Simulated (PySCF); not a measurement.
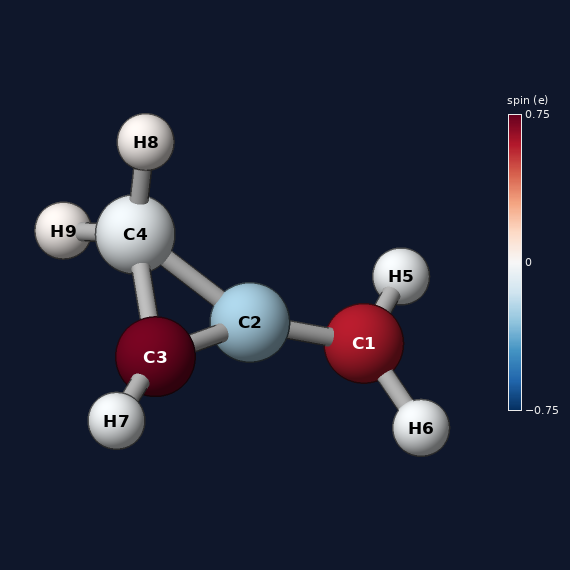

Atoms are coloured by their Mulliken spin populations. The species is neutral and a spin doublet. The geometry was computed by an optimisation with GFN2-xTB. No frequency run is at hand to confirm it as a minimum. Level of theory: UKS B3LYP, pcH-1 on C H, non-relativistic (PySCF 2.14.0).

**Which atom carries the largest spin population?**

C3 (0.72 e).

**Which atom has the lowest spin population?**

C2 (−0.24 e); a negative value comes from spin polarisation.

Give the Mulliken spin populations atom by atom.

| atom | value (e) |
| --- | --- |
| C1 | 0.59 |
| C2 | −0.24 |
| C3 | 0.72 |
| C4 | −0.05 |
| H5 | −0.03 |
| H6 | −0.02 |
| H7 | −0.03 |
| H8 | 0.03 |
| H9 | 0.03 |

Mulliken values depend strongly on the basis set.
